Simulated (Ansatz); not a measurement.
C2HO: several calculations on one system

## 1. Relaxation

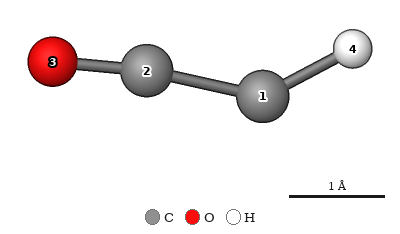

This is the input geometry for a constrained relaxation of C₂HO (charge −1). Style: ball-and-stick. Shown face on.

These are results of RKS PBE0-D4/def2-TZVPD in Ansatz, not measurements.

Input
```yaml
crystal:
  periodic: [false, false, false]
  atoms:
    - {symbol: C, position_ang: [0.322514, -0.591432, 0.305388]}
    - {symbol: C, position_ang: [-0.406947, 0.270368, -0.245878]}
    - {symbol: O, position_ang: [-1.071276, 0.864924, -0.692173]}
    - {symbol: H, position_ang: [1.301441, -0.674286, 0.730572]}
basis:
  gaussian: {orbitals: def2-TZVPD}
total_charge: -1
hamiltonian: {xc: pbe0, dispersion: d4}
relax: {f_tol: 0.005, max_steps: 200, constraints: [{distance: [1, 2]}]}
```

### What does the optimiser find from here?

After 7 geometry steps the energy has fallen by 9.23 kJ/mol. Largest force component: 1.8 eV/Å at the start, 0.00016 eV/Å at the end. The largest move after the best rigid fit is that of C1, 0.14 Å. By element the largest moves are C 0.14 Å, H 0.13 Å, O 0.07 Å. Some distances before and after: C1–C2 1.256 → 1.302 Å, C1–H4 1.070 → 1.084 Å. Bond angles that change, for instance: C2–C1–H4 139.3° → 120.6°.

Final geometry:

```xyz
4

C     0.2745   -0.7195    0.3232
C    -0.3982    0.2459   -0.2351
O    -1.0123    0.8953   -0.6769
H     1.2818   -0.5522    0.6868
```

The end point in the same view:

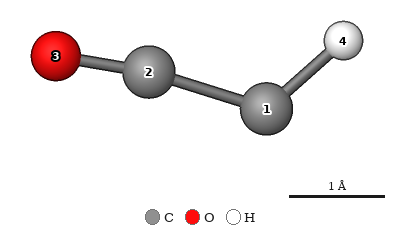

## 2. Relaxation

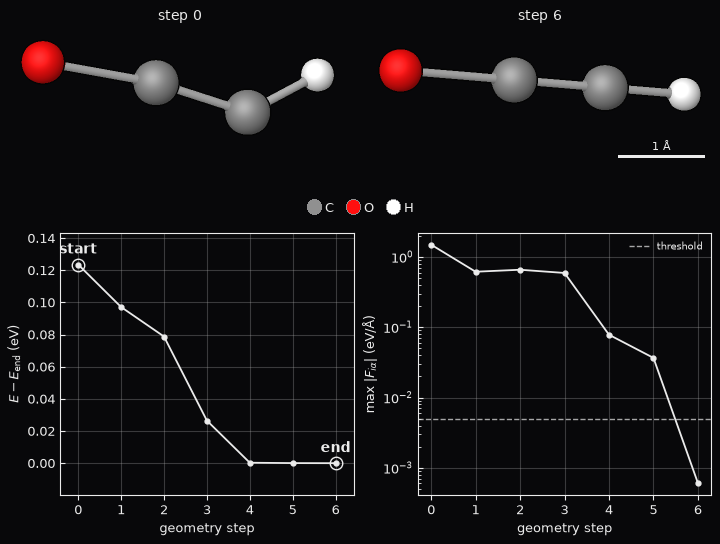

First and last geometry of a constrained relaxation of C₂HO (charge −1), with the history of the run. A ball-and-stick model, seen at a tilt.

Theory: Ansatz, RKS PBE0-D4/def2-TZVPD.

Input file:
```yaml
crystal:
  periodic: [false, false, false]
  atoms:
    - {symbol: C, position_ang: [0.322514, -0.591432, 0.305388]}
    - {symbol: C, position_ang: [-0.406947, 0.270368, -0.245878]}
    - {symbol: O, position_ang: [-1.422431, 1.179198, -0.928079]}
    - {symbol: H, position_ang: [1.301441, -0.674286, 0.730572]}
basis:
  gaussian: {orbitals: def2-TZVPD}
total_charge: -1
hamiltonian: {xc: pbe0, dispersion: d4}
relax: {f_tol: 0.005, max_steps: 200, constraints: [{distance: [1, 2]}]}
```

Did the run converge, and what did it change?

It converged. After 6 geometry steps the energy has fallen by 0.124 eV. The largest force component goes from 1.5 to 0.00061 eV/Å. C1 moves most after the best rigid fit: 0.29 Å. Largest moves by element: C 0.29 Å, H 0.24 Å, O 0.10 Å. Some distances before and after: C1–C2 1.256 → 1.220 Å, C1–H4 1.070 → 1.062 Å. Among the angles between lasting bonds that change: C2–C1–H4 139.3° → 180.0°, C1–C2–O3 172.9° → 180.0°. The run took roughly 15 core-seconds on a shared host.

## 3. Scan

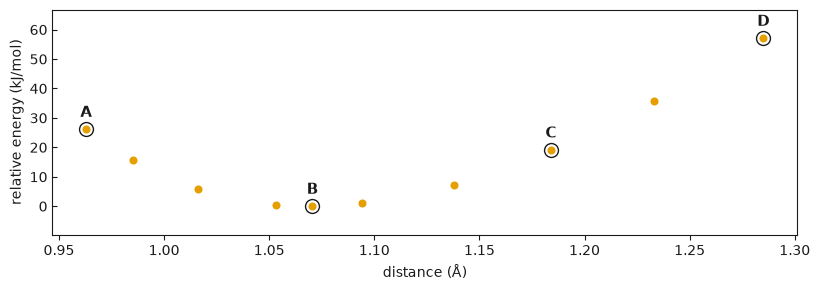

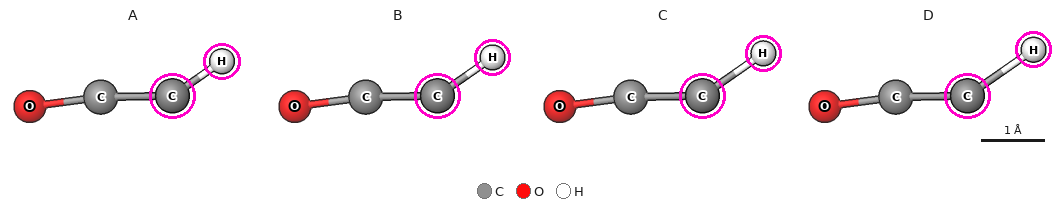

Energy scan for C$_{2}$HO (charge −1), in which the C–H bond length is varied, with the rest of the molecule carried along rigidly. The lettered frames are marked on the plot. A ball-and-stick model, seen at a tilt. The ringed atoms are those of the scanned coordinate.

Level of theory: CCSD(T) (def2-TZVPPD, Ansatz), on geometries moved rigidly from the minimum at PBE0-D4/def2-TZVPD. Coupled cluster with a frozen core. Energies are counted from the PBE0-D4/def2-TZVPD minimum geometry at the same level.

What does the scan show?

The lowest computed point lies at the distance 1.070 Å (0.0 kJ/mol). The end points stand at 26.1 kJ/mol (0.963 Å) and 57.1 kJ/mol (1.285 Å). The curvature at the lowest point is about 38 eV/Å² (6.1 mdyn/Å). The well is steeper on the short side, as for any bond.

## 4. Scan

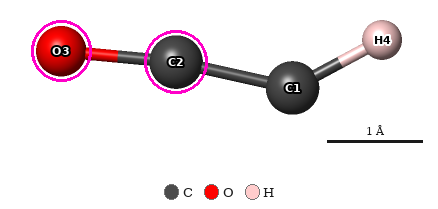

C$_{2}$HO (charge −1): the C2–O3 distance is varied, with all other coordinates relaxed. The picture shows the minimum geometry. The ringed atoms are those of the scanned coordinate. The picture is a ball-and-stick view, seen face on.

Computed with Ansatz: PBE-D4, PBE0-D4, basis def2-TZVPPD, on geometries relaxed under the constraint at PBE0-D4/def2-TZVPD. Energies are counted from the PBE0-D4/def2-TZVPD minimum geometry at the same level.

Input
```yaml
crystal:
  periodic: [false, false, false]
  atoms:
    - {symbol: C, position_ang: [0.322514, -0.591432, 0.305388]}
    - {symbol: C, position_ang: [-0.406947, 0.270368, -0.245878]}
    - {symbol: O, position_ang: [-1.217018, 0.995359, -0.790082]}
    - {symbol: H, position_ang: [1.301441, -0.674286, 0.730572]}
basis:
  gaussian: {orbitals: "def2-TZVPPD.json"}
total_charge: -1
hamiltonian: {xc: pbe, dispersion: d4}
```

### Predict the energy profile (the distance: 0.997, 1.048, 1.123, 1.211, 1.216, 1.308, 1.413, 1.524, 1.641, 1.763 Å).

Energies in kcal/mol.

| distance (Å) | PBE-D4 | PBE0-D4 |
| --- | --- | --- |
| 0.997 | 72.5 | 67.1 |
| 1.048 | 38.4 | 34.5 |
| 1.123 | 10.7 | 8.7 |
| 1.211 | 0.1 | 0.0 |
| 1.216 | 0.0 | 0.0 |
| 1.308 | 4.2 | 5.5 |
| 1.413 | 17.1 | 19.9 |
| 1.524 | 34.7 | 39.1 |
| 1.641 | 54.3 | 60.0 |
| 1.763 | 73.5 | 80.2 |

With PBE-D4: the lowest computed point lies at the distance 1.216 Å (0.0 kcal/mol). At the ends of the scan the energy is 72.5 kcal/mol (0.997 Å) and 73.5 kcal/mol (1.763 Å). The curvature at the lowest point is about 75 eV/Å² (12 mdyn/Å). The well is steeper on the short side, as for any bond. At 1.763 Å the levels give PBE-D4 73.5 kcal/mol, PBE0-D4 80.2 kcal/mol.
